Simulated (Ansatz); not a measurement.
Consider NbSb3.

```yaml
crystal:
  lattice:
    - [4.34997, 0.00000, 0.00000]
    - [0.00000, 4.34997, 0.00000]
    - [0.00000, 0.00000, 9.98315]
  atoms:
    - { symbol: Sb, position: [0.00000, 0.00000, 0.50000] }
    - { symbol: Sb, position: [0.50000, 0.50000, 0.00000] }
    - { symbol: Sb, position: [0.00000, 0.50000, 0.25000] }
    - { symbol: Sb, position: [0.50000, 0.00000, 0.75000] }
    - { symbol: Sb, position: [0.50000, 0.00000, 0.25000] }
    - { symbol: Sb, position: [0.00000, 0.50000, 0.75000] }
    - { symbol: Nb, position: [0.00000, 0.00000, 0.00000] }
    - { symbol: Nb, position: [0.50000, 0.50000, 0.50000] }
```

Space group I4/mmm; built by placing these elements on a known structure type.

Computed with DFT, PAW plane waves, PBE (Ansatz 0.2.0).

Q: Predict the valence pseudo-density and electron localisation function between the atoms.

A: Nb–Sb (3.31 Å): ρ is about 0.17 e/Å³ halfway; the ELF is about 0.35 at the midpoint: no shared electron pair shows on this line.
Bader's partition of the density gives Sb −0.48 to −0.16 and Nb +0.80 e.

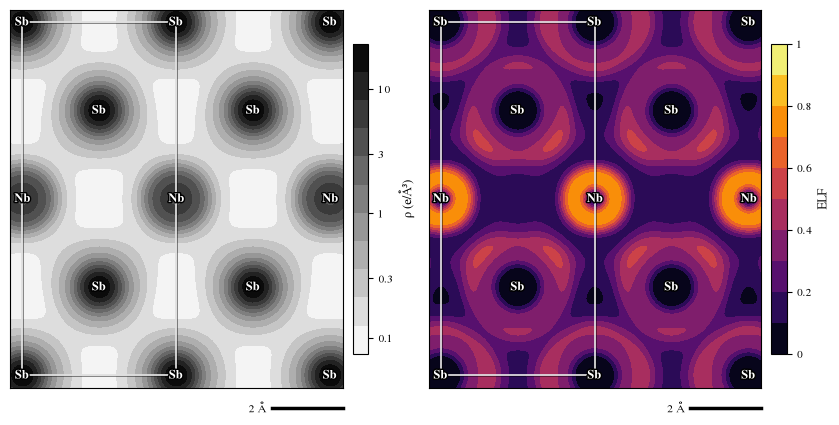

Computed valence pseudo-density and electron localisation function on the (100) plane of the conventional cell, in this order. 

The density is the valence pseudo-density of a PAW calculation; it isn't the true density close to the nuclei.
